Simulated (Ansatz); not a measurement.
# Cl₂H₃NOSi: what the fields show

```xyz
8

Si   -0.4668    0.1710    0.0881
N     1.2166    0.0210    0.1766
O    -1.0687   -0.6515   -1.1769
H    -0.8064   -1.5725   -1.2431
Cl   -1.1644    2.0665   -0.1899
Cl   -1.1803   -0.5110    1.8767
H     1.6814    0.1450    1.0614
H     1.7888    0.3315   -0.5930
```

The reactant side of a reaction path; geometry: PBE0-D4/def2-TZVP.

Method: RKS PBE0-D4/def2-TZVPP (Ansatz).

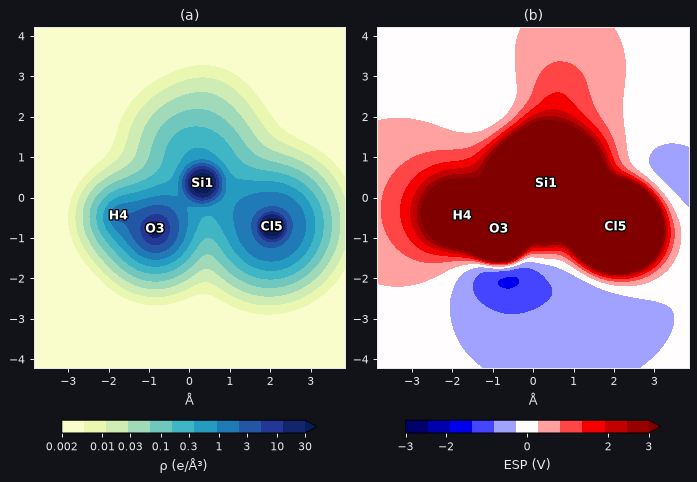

Figure 1. (a) total electron density; (b) electrostatic potential on the plane of atoms Si1, O3 and H4.

Q: Interpret the plot.

A: The plane passes through Si, O, H and Cl nuclei.
Si–O (1.62 Å): ρ is about 1.3 e/Å³ halfway.
Si–Cl (2.04 Å): ρ is about 0.95 e/Å³ halfway.
O–H (0.96 Å): the density is about 3.8 e/Å³ at the midpoint.
Outside the dense part of the molecule the potential is most negative (−1.5 V) near O3.

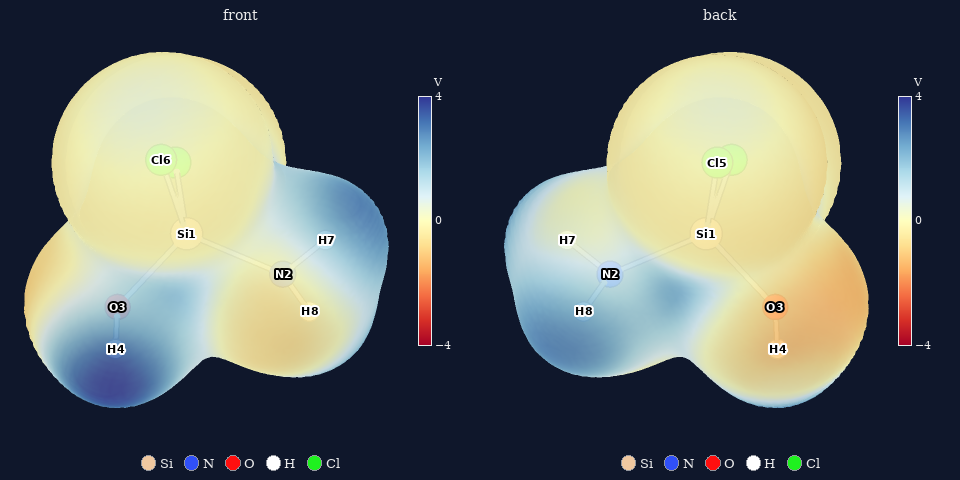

Figure 2. The electrostatic potential painted on the density surface at 0.004 e/bohr³, seen from the front and from behind; red is negative and blue positive.

Q: Where is the surface potential most negative and most positive?

A: The most negative region (about −1.4 V) lies over O3, the most positive (about +3.7 V) over H4. Cl5 shows a σ-hole: about +0.3 V at the tip opposite its bond, against about −0.4 V on its flanks. Cl6 shows a σ-hole: about +0.4 V at the tip opposite its bond, against about −0.2 V on its flanks. O3 is the likeliest acceptor of a hydrogen bond.

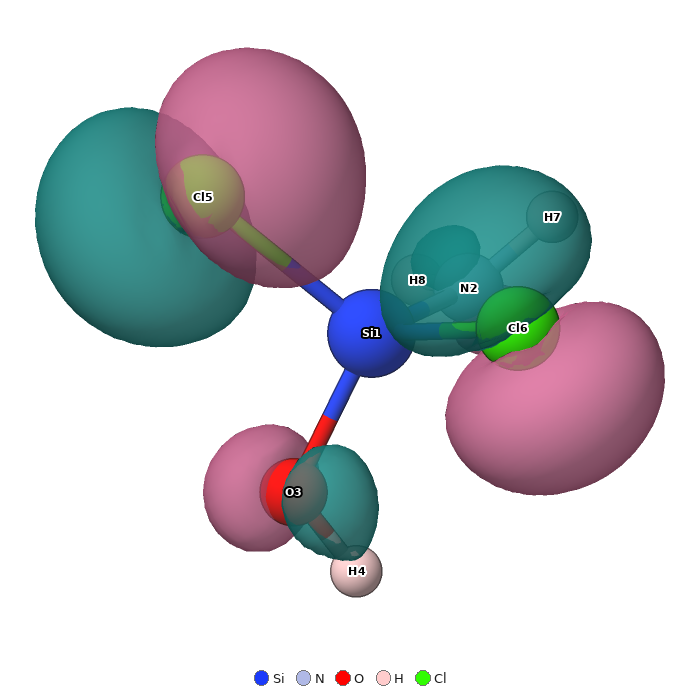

Figure 3. The HOMO−1 at ±0.1 Å⁻³ᐟ² (teal and pink are the two phases), seen at an oblique angle.

Q: Describe this orbital and give its energy.

A: It lies mainly on Cl5 (about 50 %) and Cl6 (about 35 %); largely a combination of lone pairs on Cl5 and Cl6. Its energy is −9.04 eV.
